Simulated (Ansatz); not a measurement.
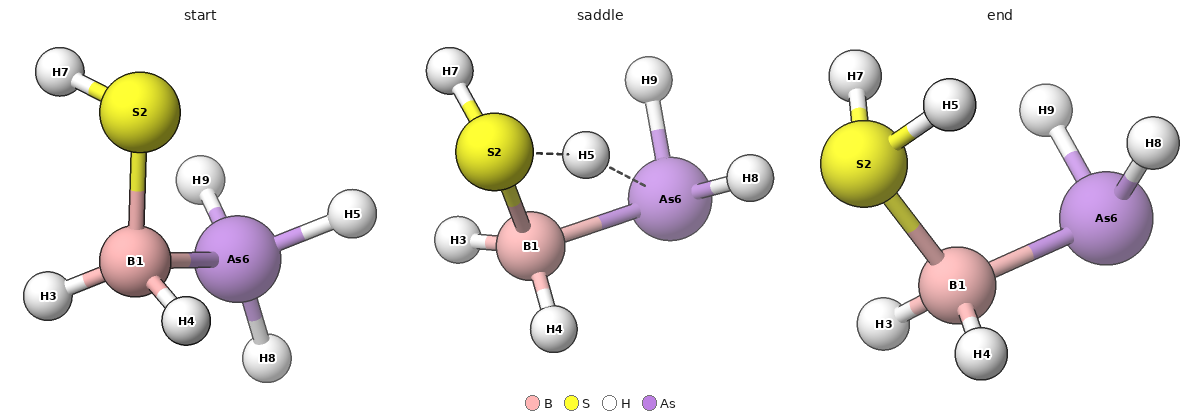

One elementary step of BAsH₆S: start, first-order saddle point (changing pairs dashed) and end. Electronic energies at PBE0-D4/def2-TZVP geometries, energies in def2-TZVPP, the Ansatz code; cores frozen in correlated methods, no zero-point terms. Start and end are the structures at the ends of the path (complexes, where there are several molecules). On heavy atoms the filled d shell below the valence is correlated. Lines between the levels only guide the eye.

> Which bonds change in the step?

S2–H5 (3.49 → 1.56 → 1.35 Å) forms; H5–As6 (1.50 → 2.03 → 3.38 Å) breaks (lengths at start, saddle and end; changes of bond order aren't listed). The imaginary mode at the saddle is 486.7i cm⁻¹ (PBE0-D4).

> What are the heights of saddle and end over the start, in kcal/mol? Levels: PBE-D4 and HF.

```tsv
level	barrier	reverse barrier	step energy
PBE-D4	19.4	11.4	8.0
HF	39.1	27.5	11.6
```

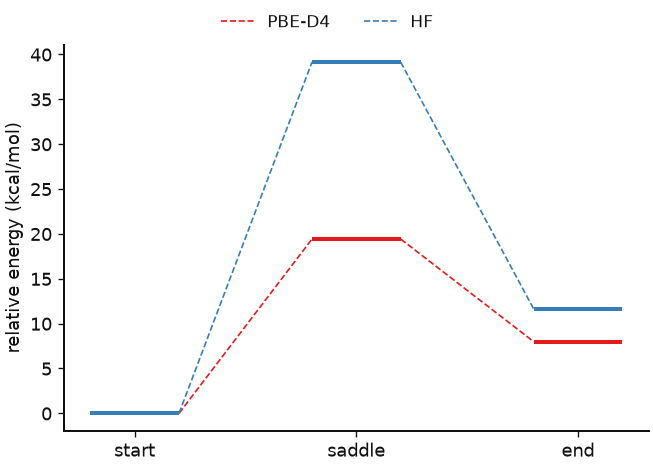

Limits of at least one run: no scalar relativity up to krypton.
